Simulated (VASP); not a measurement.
Band structure of AlRu (space group Pm-3m). These are PBE GGA, VASP's PBE PAW potentials (set 64) (plane waves; VASP) values and carry that method's errors.

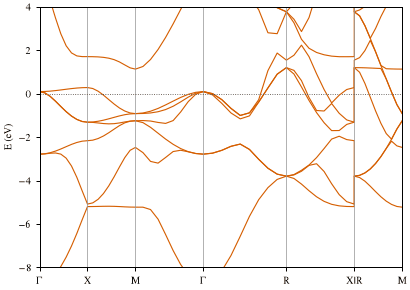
Fig. 1. Bands along high-symmetry lines, zero at the valence-band maximum or, without a gap, the Fermi level

Question: Read the plot: is there a gap, and where are the band edges?

Answer: It has no gap at this level: it comes out as a metal or semimetal.

The structure was generated: AlRu was put into an ordered model structure, which need not be its known phase. The cell was not relaxed at this level. The electron count is odd and the run is not spin-polarised, which forces a metal.
